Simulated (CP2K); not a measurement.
# Two attempts at C2H10N2Si (SMILES NCC(N)[SiH3])

Wanted: energy and gradient of C2H10N2Si, MNDO.

The results are computed with CP2K 2026.2.

6 further runs of the same task are left out: 2 that didn't finish, 4 set aside as unsound or not needed.

### Step 1. The system as given

The species is C2H10N2Si (15 atoms), meant as a singlet with charge 0. As SMILES, `NCC(N)[SiH3]`. The shape comes from a force field and isn't a relaxed structure. This is one conformer, not always the lowest.

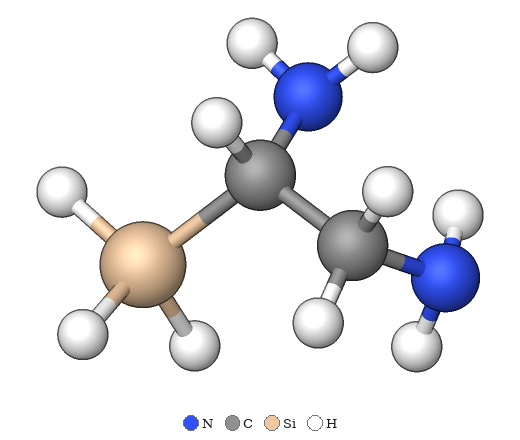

Viewed from a chosen angle; nitrogen blue, carbon grey, silicon light orange, hydrogen white.

### Step 2. First attempt

The input, job.inp:

```
&global
 project_name job
 run_type ENERGY_FORCE
 print_level MEDIUM
&end

&force_eval
 method QS
 &dft
  &qs
   method MNDO
   eps_default 1.0E-10
   &se
    &coulomb
     cutoff [angstrom] 50
     rc_range [angstrom] 0
    &end
    &exchange
     cutoff [angstrom] 50
     rc_range [angstrom] 0
    &end
   &end
  &end
  &poisson
   periodic NONE
   poisson_solver ANALYTIC
  &end
  &scf
   scf_guess ATOMIC
   eps_scf 1.0E-07
   max_scf 79
   added_mos 2
   &diagonalization
    algorithm STANDARD
   &end
   &mixing
    method DIRECT_P_MIXING
    alpha 0.4
   &end
  &end
  &print
   &moments
    periodic F
    reference COM
    max_moment 1
   &end
   &mo ON
    energies T
    occupation_numbers T
    ndigits 6
    &each
     qs_scf 0
    &end
    add_last NUMERIC
   &end
   &hirshfeld OFF
   &end
  &end
 &end
 &subsys
  &cell
   abc 15.3 16.3 16.4
   periodic NONE
  &end
  &coord
   N      6.463650     8.036700    10.230200
   C      7.851850     8.016800     9.933300
   C      8.129550     7.811100     8.412500
   N      7.253850     6.882700     7.818200
   Si     8.252750     9.419200     7.408400
   H      6.051850     8.992700     9.888300
   H      5.994950     7.407600     9.592400
   H      7.303850     6.882700     7.818200
   H      8.358550     8.922900    10.383900
   H      9.156550     7.349700     8.371400
   H      7.186550     5.997500     8.370900
   H      7.498150     6.633400     6.893100
   H      9.305050    10.302500     7.930500
   H      8.508850     9.124800     6.016100
   H      6.972850    10.169200     7.523800
  &end
 &end
 &print
  &forces ON
  &end
 &end
&end
```

The run is started by

```sh
OMP_NUM_THREADS=1 cp2k.psmp -i job.inp -o job.out
```

Standard output:

```text
CP2K| version string:                                       CP2K version 2026.2
[...]
 GLOBAL| Method name                                                        CP2K
[...]
 GLOBAL| Run type                                                   ENERGY_FORCE
[...]
                             - Atoms:                                         15
[...]
                             - Spherical basis functions:                     30
[...]
 *** WARNING in particle_methods.F:720 :: The distance between the atoms 4 ***
 *** and 8 is only 0.050 angstrom and thus smaller than the threshold of   ***
 *** 0.500 angstrom                                                        ***
[...]
 Number of electrons:                                                         32
[...]
     1 P_Mix/Diag. 0.40E+00    0.0     0.80918750       -21.5229091995 -2.15E+01
[...]
    25 DIIS/Diag.  0.56E-07    0.0     0.00000006       -30.7898292076 -7.82E-14
  *** SCF run converged in    25 steps ***
  Core-core repulsion energy [eV]:                           2693.52446595882384
  Core Hamiltonian energy [eV]:                             -1367.53456946445840
  Two-electron integral energy [eV]:                        -4327.64751588036688
  Electronic energy [eV]:                                   -3531.35832740464184
  Total energy [eV]:                                         -837.83386144581812
  Atomic reference energy [eV]:                               899.95086384113881
  Heat of formation [kcal/mol]:                              1432.45221840439808
[...]
 SE_DIPOLE| Moment [Debye]         -0.79966830       0.48546178       4.47652078
 SE_DIPOLE| Derivative [a.u.]       0.00000000       0.00000000       0.00000000
 ENERGY| Total FORCE_EVAL ( QS ) energy [hartree]            -30.789829207600341
 FORCES| Atomic forces [hartree/bohr]
 FORCES|   Atom     x               y               z               |f|
 FORCES|      1 -2.43455130E-02  3.99018977E-02 -8.66043720E-03   4.75380754E-02
 FORCES|      2 -1.30265401E-02  4.72227520E-02 -7.49265886E-02   8.95191194E-02
 FORCES|      3  1.58787348E-01  1.51884685E-01  1.24167901E-01   2.52388683E-01
 FORCES|      4 -1.95038135E+00 -1.45528866E-01 -2.73158253E-02   1.95599392E+00
 FORCES|      5 -1.33744979E-02  2.07375672E-02  3.72603025E-03   2.49561052E-02
 FORCES|      6  1.82826121E-02 -3.90948705E-02  2.32571809E-02   4.90261080E-02
 FORCES|      7 -1.02866016E-02 -2.53332507E-03  1.50526064E-02   1.84068701E-02
 FORCES|      8  1.78238998E+00  1.05424976E-01  2.45504732E-02   1.78567388E+00
 FORCES|      9  6.43143793E-03 -4.00678632E-02  7.42088638E-04   4.05875320E-02
 FORCES|     10  1.45104454E-02  1.47187377E-02  3.61646463E-03   2.09826853E-02
 FORCES|     11 -1.22495400E-02 -7.25517950E-02  3.74074712E-02   8.25417051E-02
 FORCES|     12  3.69713009E-02 -4.12156949E-02 -1.30784708E-01   1.42022007E-01
 FORCES|     13 -2.18006836E-02 -2.33699055E-02 -1.13549748E-02   3.39169242E-02
[...]
```

Wall time 1.2 s (1 thread of AMD EPYC 7R43 (Zen 3), shared host); peak memory 0.18 GiB.

### Step 3. Diagnosis

It ran to the end. The result can't be trusted all the same.

What is wrong: two atoms lie on top of or far too near each other. As the program read them, the closest atoms are 0.05 Å apart, against 0.99 Å in the sound input.

### Step 4. The mended input

The input, qs.inp:

```
&FORCE_EVAL
    METHOD QUICKSTEP
    &DFT
        &QS
            METHOD MNDO
            EPS_DEFAULT 1.0E-10
            &SE
                &COULOMB
                    CUTOFF [angstrom] 50
                    RC_RANGE [angstrom] 0
                &END COULOMB
                &EXCHANGE
                    CUTOFF [angstrom] 50
                    RC_RANGE [angstrom] 0
                &END EXCHANGE
            &END SE
        &END QS
        &POISSON
            PERIODIC NONE
            POISSON_SOLVER ANALYTIC
        &END POISSON
        ! SCF settings
        &SCF
            SCF_GUESS ATOMIC
            EPS_SCF 1.0E-07
            MAX_SCF 80
            ADDED_MOS 2
            &DIAGONALIZATION
                ALGORITHM STANDARD
            &END DIAGONALIZATION
            &MIXING
                METHOD DIRECT_P_MIXING
                ALPHA 0.4
            &END MIXING
        &END SCF
        ! extra output
        &PRINT
            &MOMENTS
                PERIODIC F
                REFERENCE COM
                MAX_MOMENT 1
            &END MOMENTS
            &MO ON
                ENERGIES T
                OCCUPATION_NUMBERS T
                NDIGITS 6
                &EACH
                    QS_SCF 0
                &END EACH
                ADD_LAST NUMERIC
            &END MO
            &HIRSHFELD OFF
            &END HIRSHFELD
        &END PRINT
    &END DFT
    &SUBSYS
        &CELL
            ABC 15.3 16.3 16.5
            PERIODIC NONE
        &END CELL
        &COORD
            N      6.463650     8.036700    10.233000
            C      7.851850     8.016800     9.936100
            C      8.129550     7.811100     8.415300
            N      7.253850     6.882700     7.821000
            Si     8.252750     9.419200     7.411200
            H      6.051850     8.992700     9.891100
            H      5.994950     7.407600     9.595200
            H      8.282750     7.171500    10.481100
            H      8.358550     8.922900    10.386700
            H      9.156550     7.349700     8.374200
            H      7.186550     5.997500     8.373700
            H      7.498150     6.633400     6.895900
            H      9.305050    10.302500     7.933300
            H      8.508850     9.124800     6.018900
            H      6.972850    10.169200     7.526600
        &END COORD
    &END SUBSYS
    ! extra output
    &PRINT
        &FORCES ON
        &END FORCES
    &END PRINT
&END FORCE_EVAL

&GLOBAL
    PROJECT_NAME qs
    RUN_TYPE ENERGY_FORCE
    PRINT_LEVEL MEDIUM
&END GLOBAL
```

The run is started by

```sh
OMP_NUM_THREADS=1 cp2k.psmp qs.inp > qs.out
```

Standard output:

```text
CP2K| version string:                                       CP2K version 2026.2
[...]
 GLOBAL| Method name                                                        CP2K
[...]
 GLOBAL| Run type                                                   ENERGY_FORCE
[...]
                             - Atoms:                                         15
[...]
                             - Spherical basis functions:                     30
[...]
 Number of electrons:                                                         32
[...]
     1 P_Mix/Diag. 0.40E+00    0.0     0.78985747       -23.7568326432 -2.38E+01
[...]
    20 DIIS/Diag.  0.31E-07    0.0     0.00000008       -33.0524787327 -1.35E-13
  *** SCF run converged in    20 steps ***
  Core-core repulsion energy [eV]:                           2588.66661472879605
  Core Hamiltonian energy [eV]:                             -1371.29529366807424
  Two-electron integral energy [eV]:                        -4233.55001453579371
  Electronic energy [eV]:                                   -3488.07030093597086
  Total energy [eV]:                                         -899.40368620717470
  Atomic reference energy [eV]:                               899.95086384113881
  Heat of formation [kcal/mol]:                                12.61821700031200
[...]
 SE_DIPOLE| Moment [Debye]         -1.59152156       0.32843181       1.59756772
 SE_DIPOLE| Derivative [a.u.]       0.00000000       0.00000000       0.00000000
 ENERGY| Total FORCE_EVAL ( QS ) energy [hartree]            -33.052478732737136
 FORCES| Atomic forces [hartree/bohr]
 FORCES|   Atom     x               y               z               |f|
 FORCES|      1 -7.24662147E-02  6.03780028E-02 -1.21628767E-02   9.51041064E-02
 FORCES|      2  2.87756637E-02  1.01302035E-02 -1.62003111E-02   3.45414233E-02
 FORCES|      3  5.87602271E-02  4.41911077E-02  2.35467293E-03   7.35606061E-02
 FORCES|      4 -5.49731618E-02 -4.50209980E-02  4.85396131E-03   7.12214836E-02
 FORCES|      5 -1.31733234E-02  1.37613454E-02  3.12054723E-03   1.93041159E-02
 FORCES|      6  2.10482721E-02 -4.61361061E-02  2.41362000E-02   5.61616078E-02
 FORCES|      7 -1.04452075E-02 -3.80817844E-03  1.34472709E-02   1.74480279E-02
 FORCES|      8  1.18585576E-02 -1.62533971E-02  1.12813231E-02   2.30665679E-02
 FORCES|      9 -2.58996484E-03 -4.77904837E-03 -1.16353845E-02   1.28424840E-02
 FORCES|     10  1.07791714E-02  8.53483215E-03  2.36072971E-03   1.39501592E-02
 FORCES|     11  6.09810585E-03  1.95871852E-02 -2.02903630E-02   2.88538307E-02
 FORCES|     12  9.20941624E-03 -4.65581091E-03 -1.19257809E-02   1.57706745E-02
 FORCES|     13 -2.16541764E-02 -2.21433070E-02 -1.10185127E-02   3.28730440E-02
[...]
```

Run time: 1.2 s. Hardware: 1 thread of AMD EPYC 7R43 (Zen 3), shared host; peak memory 0.18 GiB.

### Step 5. What came out

Level: MNDO.

| quantity | value |
| --- | --- |
| total energy | -33.05248 Eh |
| dipole moment | 2.28 D |
| HOMO energy | -10.14 eV |
| LUMO energy | 1.81 eV |
| HOMO–LUMO gap | 11.95 eV |
| heat of formation at this unrelaxed shape | 12.6 kcal/mol |
| largest force on an atom | 4.890 eV/Å |

The first attempt's energy was +61.570 eV off this one. The largest force is 4.89 eV/Å: the shape isn't a stationary point for this species at this level.
